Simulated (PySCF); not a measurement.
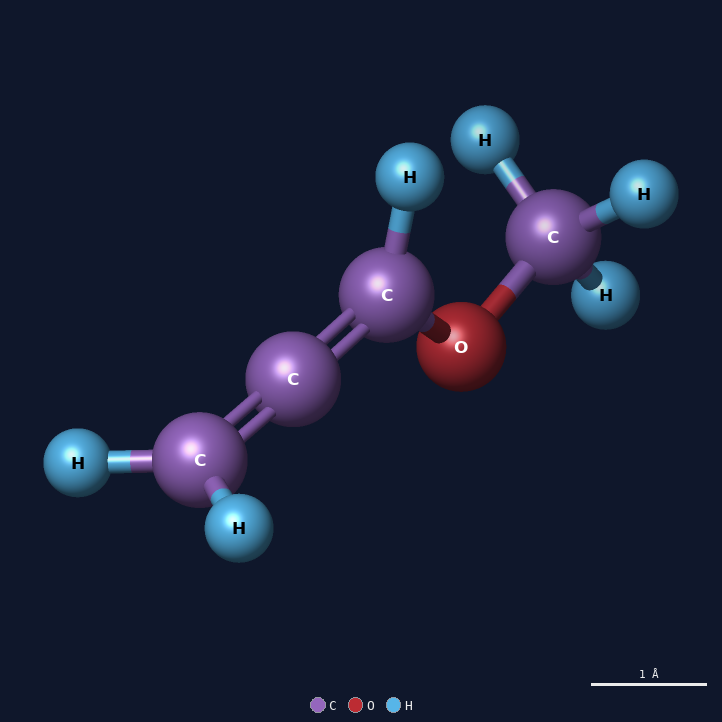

A ball-and-stick model of a molecule. Double and triple bonds are drawn as two and three sticks.

The geometry was computed by an optimisation with GFN2-xTB. No frequency run is at hand to confirm it as a minimum.

Describe the molecule.

It has 11 atoms: 4 carbon, 6 hydrogen and 1 oxygen (C4H6O). As SMILES it reads `C=C=COC`. It has no ring. Among its groups: ether. Coordination: 2 C trigonal planar; 1 C linear; 1 O bent; 1 C tetrahedral.

More results for the same structure follow; atom numbers are the same in all pictures, views and colours differ.

## Geometry

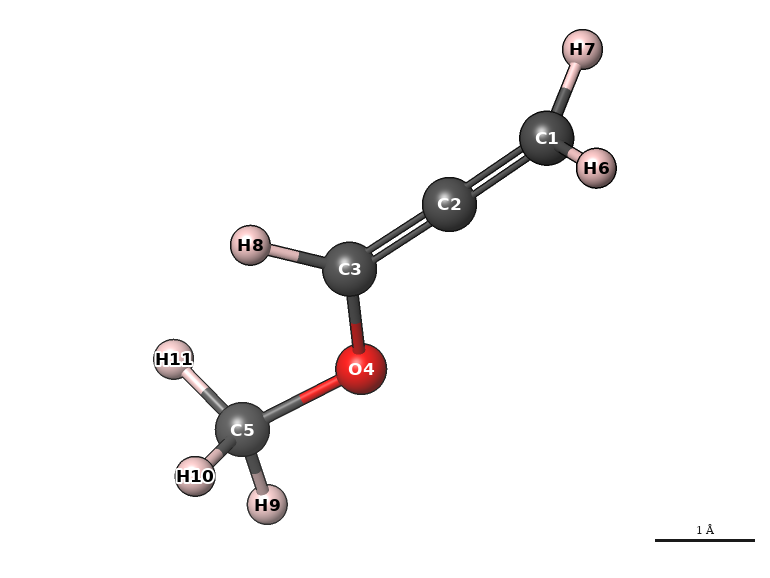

Atoms carry their numbers in the input. No frequency run is at hand to confirm it as a minimum.

Which atoms are bonded, and how long are the bonds?

```
  bond  length (Å)   order
 C1–C2       1.295  double
 C1–H6       1.080  single
 C1–H7       1.080  single
 C2–C3       1.301  double
 C3–O4       1.374  single
 C3–H8       1.086  single
 O4–C5       1.403  single
 C5–H9       1.089  single
C5–H10       1.097  single
C5–H11       1.097  single
```

## Dipole moment

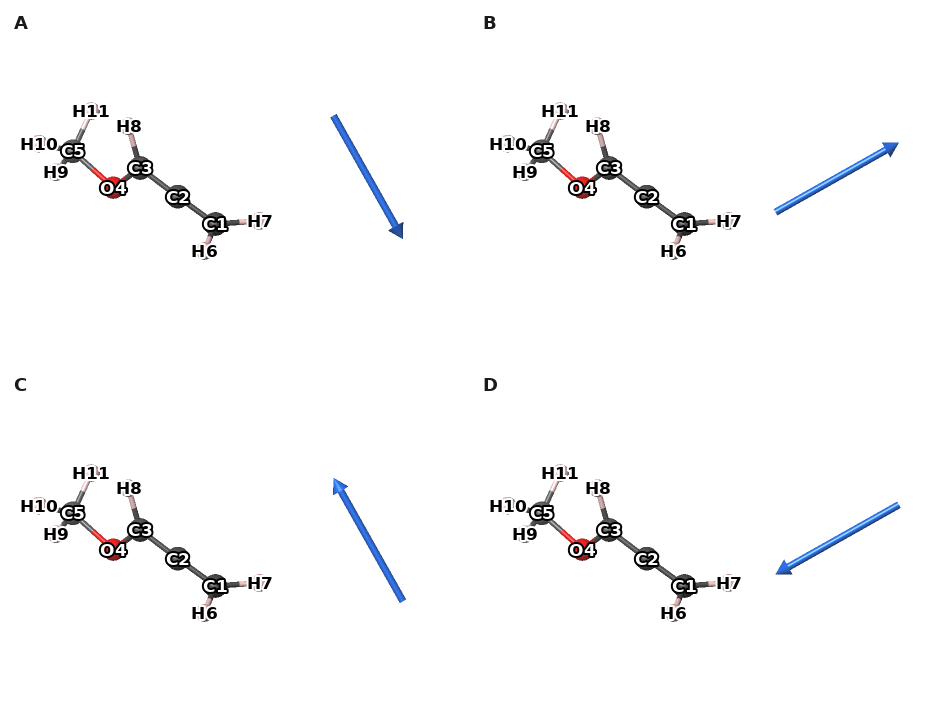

The same molecule four times, each with an arrow. No frequency run is at hand to confirm it as a minimum. Properties computed with PBE0/pcSseg-1, gas phase (PySCF 2.14.0).

Which arrow points along the dipole moment, from the negative to the positive end?

Answer. C. The dipole moment is 1.55 D; it points from the side of H6, H7 to the side of H10, H11 (the outermost atoms at the two ends).

## Quadrupole coupling

No frequency run is at hand to confirm it as a minimum. Electric field gradients from the ground-state density, PBE0/pcSseg-1 (PySCF 2.14.0), non-relativistic apart from any core potentials.

Give the largest field-gradient component, the quadrupole coupling constant and the asymmetry for 17O at O4 (Q = −25.6 mb).

```csv
atom,V_zz (a.u.),e²qQ/h (MHz),η
O4,2.000,−12.03,0.80
```

## NMR shielding

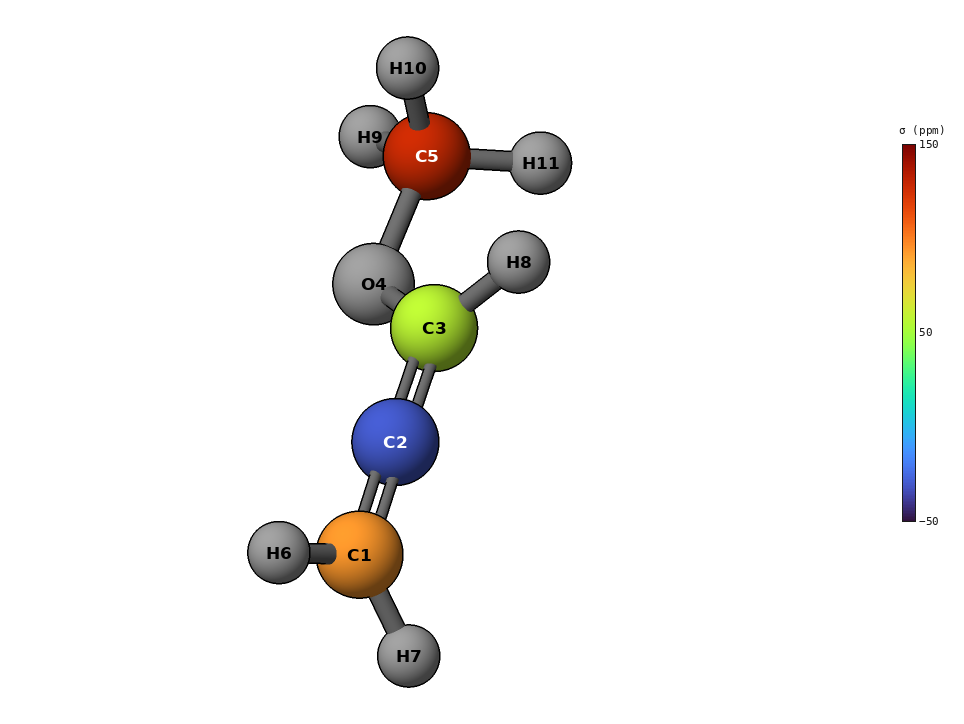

Atoms are coloured by their isotropic NMR shieldings (C only, the others grey). No frequency run is at hand to confirm it as a minimum. Level of theory: GIAO PBE0/pcSseg-1 NMR shielding, non-relativistic, gas phase (PySCF 2.14.0).

List the isotropic NMR shieldings of the C atoms.

```json
{"atom": "C1", "σ (ppm)": "93.4"}
{"atom": "C2", "σ (ppm)": "−29.7"}
{"atom": "C3", "σ (ppm)": "57.2"}
{"atom": "C5", "σ (ppm)": "126.8"}
```
